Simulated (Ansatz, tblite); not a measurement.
# The cluster Si3Mo+: competing shapes

Which shape does the cluster Si3Mo+ prefer? Candidates from a tight-binding search are relaxed and compared.

The runs use Ansatz 0.2.0, Gaussian basis; relaxed with r2SCAN-D4/def2-SVP, doublet.

2 further runs of the same task are left out: 2 that didn't finish. Runs told in other sessions of the task aren't counted.

## Step 1: The system as given

4 atoms, charge 1, spin multiplicity 2.

Atoms are counted from 1 here; the program's logs count them from 0.

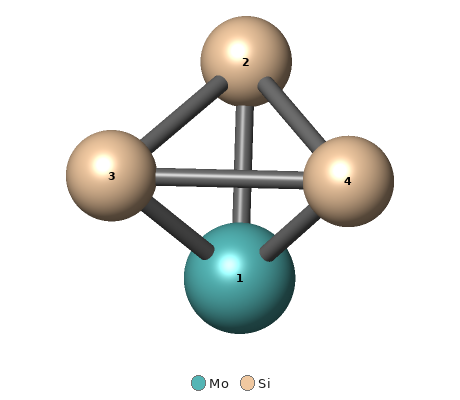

As it starts; molybdenum teal, silicon light orange; atoms are numbered from 1 in the order of the file.

Coordinates:

```
Mo   -0.1660   -0.3351   -1.3552
Si    0.0654   -1.3680    0.8169
Si    1.3627    0.8228    0.1154
Si   -1.2621    0.8803    0.4228
```

Mo takes a core potential in the def2 sets. No spin-orbit coupling is included. The ion is computed in the gas phase, without counter-ions or solvent.

A search from random starts with GFN1-xTB found 4 distinct shapes; 2 go on here. The structure above is candidate A, which lies 0.00 eV above the lowest at that level; B lies 0.54 eV above the lowest at that level.

## Step 2: Relaxing candidate A

in.yaml reads:

```yaml
crystal:
  periodic: [false, false, false]
  atoms:
    - {symbol: Mo, position_ang: [-0.165970, -0.335100, -1.355220]}
    - {symbol: Si, position_ang: [0.065390, -1.368040, 0.816950]}
    - {symbol: Si, position_ang: [1.362670, 0.822850, 0.115450]}
    - {symbol: Si, position_ang: [-1.262100, 0.880290, 0.422820]}
basis:
  gaussian: {orbitals: def2-SVP}
total_charge: 1
magnetization: {spin_polarized: true, initial_magnetization: 1}
hamiltonian: {xc: r2scan, dispersion: d4}
scf: {omitted_lower_state_checks: [starts]}
output: {orbitals: {seedname: orbitals}}
relax: {f_tol: 0.02, max_steps: 100}
```

Run with:

```sh
ansatz run in.yaml --threads 4 --pin off --events-out ev --progress --plain --max-ram 3916MiB
```

Standard output, shortened:

```text
Functional definition: r2SCAN
  name "r2SCAN"
  cite "Furness, Kaplan, Ning, Perdew & Sun, J. Phys. Chem. Lett. 11, 8208 (2020) doi:10.1021/acs.jpclett.0c02405"
  cite "Furness, Kaplan, Ning, Perdew & Sun, J. Phys. Chem. Lett. 11, 9248 (2020) doi:10.1021/acs.jpclett.0c03077"
  parent r2scan
[...]
891 factors; their error is unknown
[...]
mean field -25469.61815517 eV, -935.9912032753 hartree, gradient 3.2e-7 eV, S^2 0.956287; 0 other end points of the search recorded, 0 dependent functions left out
[...]
reference -25469.61816759 eV, -935.9912037318 hartree; 28, 27 occupied and 57, 58 virtual orbitals, 891 factors
relax step   1: F+E_penalty+E_count = -25469.66446380 eV  Δ(F+E_penalty+E_count) = +0.000e0 eV  max|allowed force component| = 2.432e0 eV/Å  Δτ_max = 0.0000 Å  (204 SCF iters, accepted)
[...]
relax step   3: F+E_penalty+E_count = -25470.03421099 eV  Δ(F+E_penalty+E_count) = -1.590e-2 eV  max|allowed force component| = 3.567e-2 eV/Å  Δτ_max = 0.0263 Å  (74 SCF iters, accepted)
[...]
relax step   4: F+E_penalty+E_count = -25470.03443162 eV  Δ(F+E_penalty+E_count) = -2.206e-4 eV  max|allowed force component| = 1.509e-2 eV/Å  Δτ_max = 0.0039 Å  (68 SCF iters, accepted)
[...]
891 factors; their error is unknown
mean field -25469.98870553 eV, -936.0048207498 hartree, gradient 1.8e-5 eV, S^2 0.798949; 0 other end points of the search recorded, 0 dependent functions left out
[...]
reference -25469.98871784 eV, -936.0048212024 hartree; 28, 27 occupied and 57, 58 virtual orbitals, 891 factors
Total energy: -25470.03444393 eV, -936.0065016051 hartree
Atom 0 at    -0.159053    -0.254144    -1.312275 Å, force    -0.001615     0.010797    -0.009558 eV/Å
Atom 1 at     0.068553    -1.233509     0.819134 Å, force     0.002232    -0.006190     0.015085 eV/Å
Atom 2 at     1.355662     0.715159     0.093035 Å, force    -0.003055    -0.002416    -0.001872 eV/Å
Atom 3 at    -1.265171     0.772494     0.400106 Å, force     0.002438    -0.002192    -0.003655 eV/Å
Dipole moment:    -0.033683    -0.055186    -0.276257 e Å
Checks for a lower state left out: starts
```

It took 50 s on 4 threads of Arm Neoverse V2, shared host.

Relaxation path:

| step | energy from step 1 (eV) | largest force component (eV/Å) |
| --- | --- | --- |
| 1 | 0.0000 | 2.4317 |
| 2 | -0.3538 | 0.6830 |
| 3 | -0.3697 | 0.0357 |
| 4 | -0.3700 | 0.0151 |

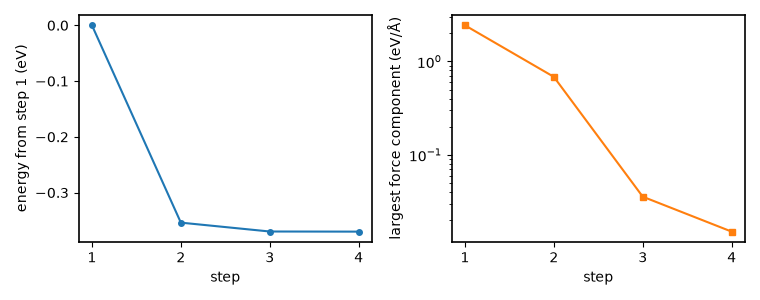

Energy and largest force along the relaxation.

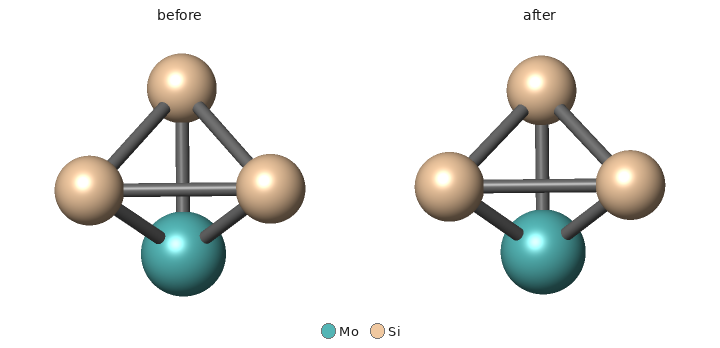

Before and after, at one scale.

Distances of close pairs at the start and the end, largest changes first:

| bond | before (Å) | after (Å) | change (Å) |
| --- | --- | --- | --- |
| Si2–Si4 | 2.641 | 2.445 | -0.195 |
| Si2–Si3 | 2.641 | 2.446 | -0.195 |
| Mo1–Si3 | 2.417 | 2.282 | -0.134 |
| Mo1–Si4 | 2.417 | 2.282 | -0.134 |
| Mo1–Si2 | 2.416 | 2.357 | -0.060 |
| Si3–Si4 | 2.643 | 2.639 | -0.004 |

## Step 3: Relaxing candidate B

in.yaml reads:

```yaml
crystal:
  periodic: [false, false, false]
  atoms:
    - {symbol: Mo, position_ang: [1.802040, -0.228220, 0.843650]}
    - {symbol: Si, position_ang: [0.018380, -1.273820, -0.401830]}
    - {symbol: Si, position_ang: [-0.032350, 1.276680, 0.394880]}
    - {symbol: Si, position_ang: [-1.788060, 0.225360, -0.836700]}
basis:
  gaussian: {orbitals: def2-SVP}
total_charge: 1
magnetization: {spin_polarized: true, initial_magnetization: 1}
hamiltonian: {xc: r2scan, dispersion: d4}
scf: {omitted_lower_state_checks: [starts]}
output: {orbitals: {seedname: orbitals}}
relax: {f_tol: 0.02, max_steps: 100}
```

The command is unchanged.

Standard output, shortened:

```text
Functional definition: r2SCAN
  name "r2SCAN"
  cite "Furness, Kaplan, Ning, Perdew & Sun, J. Phys. Chem. Lett. 11, 8208 (2020) doi:10.1021/acs.jpclett.0c02405"
  cite "Furness, Kaplan, Ning, Perdew & Sun, J. Phys. Chem. Lett. 11, 9248 (2020) doi:10.1021/acs.jpclett.0c03077"
  parent r2scan
[...]
891 factors; their error is unknown
[...]
mean field -25468.40283920 eV, -935.9465412372 hartree, gradient 1.4e-8 eV, S^2 1.726699; 0 other end points of the search recorded, 0 dependent functions left out
[...]
reference -25468.40285354 eV, -935.9465417641 hartree; 28, 27 occupied and 57, 58 virtual orbitals, 891 factors
relax step   1: F+E_penalty+E_count = -25468.44840246 eV  Δ(F+E_penalty+E_count) = +0.000e0 eV  max|allowed force component| = 2.281e0 eV/Å  Δτ_max = 0.0000 Å  (429 SCF iters, accepted)
[...]
relax step   4: F+E_penalty+E_count = -25469.06310305 eV  Δ(F+E_penalty+E_count) = -1.364e-3 eV  max|allowed force component| = 5.643e-3 eV/Å  Δτ_max = 0.0090 Å  (86 SCF iters, accepted)
[...]
891 factors; their error is unknown
mean field -25469.01778845 eV, -935.9691402052 hartree, gradient 9.5e-6 eV, S^2 1.724870; 0 other end points of the search recorded, 0 dependent functions left out
[...]
reference -25469.01780127 eV, -935.9691406762 hartree; 28, 27 occupied and 57, 58 virtual orbitals, 891 factors
Total energy: -25469.06311587 eV, -935.9708059571 hartree
Atom 0 at     1.843737    -0.232995     0.863216 Å, force     0.002026    -0.000208     0.000745 eV/Å
Atom 1 at     0.031290    -1.085459    -0.334415 Å, force    -0.001239    -0.005643    -0.002231 eV/Å
Atom 2 at    -0.011756     1.083209     0.343067 Å, force    -0.002075     0.005609     0.000968 eV/Å
Atom 3 at    -1.863261     0.235245    -0.871867 Å, force     0.001288     0.000242     0.000518 eV/Å
Dipole moment:     0.432640    -0.054689     0.202561 e Å
Checks for a lower state left out: starts
```

It took 90 s on 4 threads of Arm Neoverse V2, shared host.

Step by step:

| step | energy from step 1 (eV) | largest force component (eV/Å) |
| --- | --- | --- |
| 1 | 0.0000 | 2.2812 |
| 2 | -0.6106 | 0.2530 |
| 3 | -0.6133 | 0.1639 |
| 4 | -0.6147 | 0.0056 |

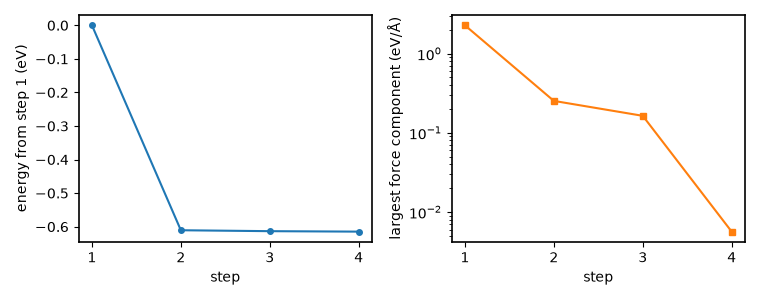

Energy and force, step by step.

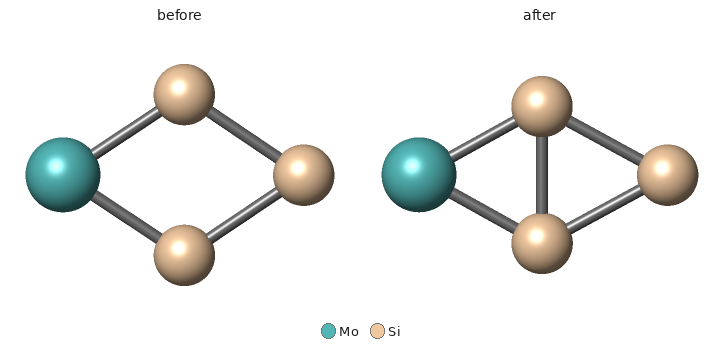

Before and after, at one scale.

Distances of close pairs at the start and the end, largest changes first:

| bond | before (Å) | after (Å) | change (Å) |
| --- | --- | --- | --- |
| Si2–Si3 | 2.673 | 2.272 | -0.400 |
| Mo1–Si3 | 2.415 | 2.334 | -0.081 |
| Mo1–Si2 | 2.414 | 2.334 | -0.080 |
| Si3–Si4 | 2.388 | 2.371 | -0.017 |
| Si2–Si4 | 2.387 | 2.371 | -0.016 |

## Step 4: The relaxed candidates

| candidate | point group | bonds (count, mean Å) | energy above the lowest (kJ/mol) |
| --- | --- | --- | --- |
| A | Cs | Mo–Si 3, 2.31; Si–Si 3, 2.51 | 0.0 |
| B | C2v | Si–Si 3, 2.34; Mo–Si 2, 2.33 | 93.7 |

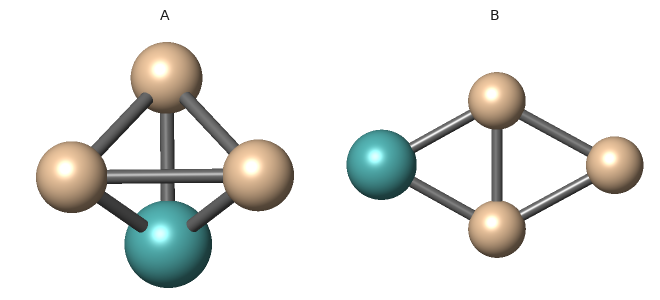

The candidates after relaxation.

## Step 5: Candidate B, GFN1-xTB

Tight binding, by tblite at 300 K electronic temperature and without a spin-polarisation term:

```python
tblite.interface.Calculator('GFN1-xTB', numbers, positions, charge=1, uhf=1).singlepoint()
```

Energy -186.5599 eV; 0.005 s.

## Step 6: Candidate B, GFN2-xTB

Tight binding, by tblite at 300 K electronic temperature and without a spin-polarisation term:

```python
tblite.interface.Calculator('GFN2-xTB', numbers, positions, charge=1, uhf=1).singlepoint()
```

Energy -181.1593 eV; 0.027 s.

## Step 7: Candidate B, PBE0-D4/def2-TZVP

start.molden holds the orbitals of an earlier run on this state, given as this run's starting guess.

in.yaml reads:

```yaml
crystal:
  periodic: [false, false, false]
  atoms:
    - {symbol: Mo, position_ang: [1.843737, -0.232995, 0.863216]}
    - {symbol: Si, position_ang: [0.031290, -1.085459, -0.334415]}
    - {symbol: Si, position_ang: [-0.011756, 1.083209, 0.343067]}
    - {symbol: Si, position_ang: [-1.863261, 0.235245, -0.871867]}
basis:
  gaussian: {orbitals: def2-TZVP, initial_orbitals: start.molden}
total_charge: 1
magnetization: {spin_polarized: true, initial_magnetization: 1}
hamiltonian: {xc: pbe0, dispersion: d4}
scf: {omitted_lower_state_checks: [starts]}
output: {orbitals: {seedname: orbitals}}
```

Same command.

Standard output:

```text
Functional definition: PBE0
  name "PBE0"
  cite "Adamo & Barone, J. Chem. Phys. 110, 6158 (1999) doi:10.1063/1.478522"
  cite "Perdew, Burke & Ernzerhof, Phys. Rev. Lett. 77, 3865 (1996) doi:10.1103/PhysRevLett.77.3865"
  parent pbe
  parameter a = 0.25
  parameter kappa = 0.804
  parameter beta = 0.06672455060314922
  exchange = (1 - a)*pbe_x(kappa = kappa, mu = beta*pi^2/3) + a*exact_x
  correlation = pbe_c(beta = beta)
these checks for a lower state are left out or cut short: starts
1182 factors; their error is unknown
mean field evaluation 1: about -25466.7893 eV, gradient 7.6e1 eV
mean field evaluation 2: about -25468.4551 eV, gradient 2.3e0 eV
mean field evaluation 4: about -25468.6765 eV, gradient 2.5e-1 eV
mean field evaluation 8: about -25468.6772 eV, gradient 4.7e-4 eV
mean field -25468.67716624 eV, -935.9566225698 hartree, gradient 9.6e-6 eV, S^2 1.758526; 0 other end points of the search recorded, 0 dependent functions left out
reference -25468.67719491 eV, -935.9566236234 hartree; 28, 27 occupied and 123, 124 virtual orbitals, 1182 factors
Total energy: -25468.89024703 eV, -935.9644531444 hartree
Checks for a lower state left out: starts
```

Wall time 12 s (4 threads of Arm Neoverse V2, shared host); peak memory 0.7 GiB.

Report: HOMO -10.43 eV, LUMO -7.94 eV (over both spins); ⟨S²⟩ 1.759 (pure: 0.75). Doubts: spin contamination.

## Step 8: Candidate B, PBE-D4/def2-TZVP

Edit in.yaml of step 7 so:

```diff
@@ -11,4 +11,4 @@
 magnetization: {spin_polarized: true, initial_magnetization: 1}
-hamiltonian: {xc: pbe0, dispersion: d4}
+hamiltonian: {xc: pbe, dispersion: d4}
 scf: {omitted_lower_state_checks: [starts]}
-output: {orbitals: {seedname: orbitals}}
+output: {forces: true, orbitals: {seedname: orbitals}}
```

The command is unchanged.

Standard output, shortened:

```text
Functional definition: PBE
  name "PBE"
  cite "Perdew, Burke & Ernzerhof, Phys. Rev. Lett. 77, 3865 (1996) doi:10.1103/PhysRevLett.77.3865"
  parent pbe
[...]
1064 factors; their error is unknown
[...]
mean field -25468.21587194 eV, -935.9396703170 hartree, gradient 5.0e-6 eV, S^2 1.634010; 0 other end points of the search recorded, 0 dependent functions left out
[...]
reference -25468.21591087 eV, -935.9396717478 hartree; 28, 27 occupied and 123, 124 virtual orbitals, 1064 factors
Total energy: -25468.46668916 eV, -935.9488876798 hartree
Atom 0 at     1.843737    -0.232995     0.863216 Å, force    -0.303098     0.038518    -0.141961 eV/Å
Atom 1 at     0.031290    -1.085459    -0.334415 Å, force     0.229684    -0.160026     0.065352 eV/Å
Atom 2 at    -0.011756     1.083209     0.343067 Å, force     0.224363     0.102200     0.147213 eV/Å
Atom 3 at    -1.863261     0.235245    -0.871867 Å, force    -0.150949     0.019309    -0.070604 eV/Å
Dipole moment:     0.300098    -0.037916     0.140456 e Å
Checks for a lower state left out: starts
```

Run time: 8 s. Hardware: 4 threads of Arm Neoverse V2, shared host.

HOMO -9.50 eV, LUMO -8.98 eV (over both spins); ⟨S²⟩ 1.634 (pure: 0.75). Doubts: spin contamination.

## Step 9: Candidate B, r2SCAN-D4/def2-TZVP

Edit in.yaml of step 8 so:

```diff
@@ -11,4 +11,4 @@
 magnetization: {spin_polarized: true, initial_magnetization: 1}
-hamiltonian: {xc: pbe, dispersion: d4}
+hamiltonian: {xc: r2scan, dispersion: d4}
 scf: {omitted_lower_state_checks: [starts]}
-output: {forces: true, orbitals: {seedname: orbitals}}
+output: {orbitals: {seedname: orbitals}}
```

Same command.

Standard output, shortened:

```text
Functional definition: r2SCAN
  name "r2SCAN"
  cite "Furness, Kaplan, Ning, Perdew & Sun, J. Phys. Chem. Lett. 11, 8208 (2020) doi:10.1021/acs.jpclett.0c02405"
  cite "Furness, Kaplan, Ning, Perdew & Sun, J. Phys. Chem. Lett. 11, 9248 (2020) doi:10.1021/acs.jpclett.0c03077"
  parent r2scan
[...]
1064 factors; their error is unknown
[...]
mean field -25477.81219585 eV, -936.2923287161 hartree, gradient 6.5e-6 eV, S^2 1.737184; 0 other end points of the search recorded, 0 dependent functions left out
reference -25477.81221223 eV, -936.2923293179 hartree; 28, 27 occupied and 123, 124 virtual orbitals, 1064 factors
Total energy: -25477.85752683 eV, -936.2939945988 hartree
Checks for a lower state left out: starts
```

Run time: 21 s. Hardware: 4 threads of Arm Neoverse V2, shared host.

HOMO -9.81 eV, LUMO -8.70 eV (over both spins); ⟨S²⟩ 1.737 (pure: 0.75). Doubts: spin contamination.

## Step 10: Candidate B, PBE-QIDH/def2-TZVP

Edit in.yaml of step 9 so:

```diff
@@ -11,4 +11,3 @@
 magnetization: {spin_polarized: true, initial_magnetization: 1}
-hamiltonian: {xc: r2scan, dispersion: d4}
+hamiltonian: {xc: {name: PBE-QIDH}}
 scf: {omitted_lower_state_checks: [starts]}
-output: {orbitals: {seedname: orbitals}}
```

Same command.

Standard output, shortened:

```text
Functional definition: PBE-QIDH
  name "PBE-QIDH"
  cite "Brémond, Sancho-García, Pérez-Jiménez & Adamo, J. Chem. Phys. 141, 031101 (2014) doi:10.1063/1.4890314"
  cite "Perdew, Burke & Ernzerhof, Phys. Rev. Lett. 77, 3865 (1996) doi:10.1103/PhysRevLett.77.3865"
[...]
1018 factors; integrals over basis functions are off by at most 4.9e-4 eV
[...]
mean field -25451.37884628 eV, -935.3209210367 hartree, gradient 2.6e-6 eV, S^2 2.386668; 0 other end points of the search recorded, 0 dependent functions left out
15 core orbitals not correlated: weight in the atoms' cores, before any rotation towards them, 1.000 or more for the frozen orbitals, at most 0.000 for the correlated occupied ones
reference -25451.37885791 eV, -935.3209214640 hartree; 13, 12 occupied and 123, 124 virtual orbitals, 1018 factors
second order -21.08209719 eV of doubles, -0.00000000 eV of singles
Total energy: -25458.40622364 eV, -935.5791723912 hartree
Checks for a lower state left out: starts
```

Wall time 13 s (4 threads of Arm Neoverse V2, shared host).

From the report: ⟨S²⟩ 2.387 (pure: 0.75). Doubts: spin contamination.

## Step 11: Candidate B, BLYP-D4/def2-TZVP

Edit in.yaml of step 10 so:

```diff
@@ -11,3 +11,4 @@
 magnetization: {spin_polarized: true, initial_magnetization: 1}
-hamiltonian: {xc: {name: PBE-QIDH}}
+hamiltonian: {xc: {name: BLYP}, dispersion: d4}
 scf: {omitted_lower_state_checks: [starts]}
+output: {orbitals: {seedname: orbitals}}
```

Same command.

Standard output:

```text
Functional definition: BLYP
  name "BLYP"
  cite "Becke, Phys. Rev. A 38, 3098 (1988) doi:10.1103/PhysRevA.38.3098"
  cite "Lee, Yang & Parr, Phys. Rev. B 37, 785 (1988) doi:10.1103/PhysRevB.37.785"
  parameter beta = 0.0042
  parameter a = 0.04918
  parameter b = 0.132
  parameter c = 0.2533
  parameter d = 0.349
  exchange = b88_x(beta = beta)
  correlation = lyp_c(a = a, b = b, c = c, d = d)
these checks for a lower state are left out or cut short: starts
1064 factors; their error is unknown
mean field evaluation 1: about -25478.4981 eV, gradient 9.9e0 eV
mean field evaluation 2: about -25478.7757 eV, gradient 4.2e-1 eV
mean field evaluation 4: about -25478.7703 eV, gradient 8.7e-2 eV
mean field evaluation 8: about -25478.7704 eV, gradient 7.0e-5 eV
mean field -25478.77040492 eV, -936.3275422499 hartree, gradient 7.0e-6 eV, S^2 1.612892; 0 other end points of the search recorded, 0 dependent functions left out
reference -25478.77070071 eV, -936.3275531201 hartree; 28, 27 occupied and 123, 124 virtual orbitals, 1064 factors
Total energy: -25479.29276667 eV, -936.3467386903 hartree
Checks for a lower state left out: starts
```

Wall time 8 s (4 threads of Arm Neoverse V2, shared host).

HOMO -9.24 eV, LUMO -8.77 eV (over both spins); ⟨S²⟩ 1.613 (pure: 0.75). Doubts: spin contamination.

## Step 12: B against A

The energies of A at these levels come from its own runs, whose logs aren't repeated here.

| level | B above A (kJ/mol) | time |
| --- | --- | --- |
| GFN1-xTB | +49.9 | 0.009 s |
| GFN2-xTB | +106.2 | 0.035 s |
| PBE-D4/def2-TZVP† | +129.0 | 12 s |
| BLYP-D4/def2-TZVP† | +122.1 | 12 s |
| r2SCAN-D4/def2-TZVP† | +97.9 | 33 s |
| PBE0-D4/def2-TZVP† | +96.2 | 26 s |
| PBE-QIDH/def2-TZVP† | +112.0 | 23 s |

Times add the two runs; a level without a time comes out of a correlated run. † marks a level with a doubtful state (flagged, unstable, out of aufbau order, or strongly spin-contaminated); such levels are left out of the summary.

## Step 13: What came out

```
 quantity                   value
B above A  no level free of doubt
```

What this shows: Every level beyond tight binding has a doubtful state for B or A, so their order isn't settled. A random search of this size may have missed the true lowest shape. Only doublets are compared; another spin may lie lower and prefer another shape.
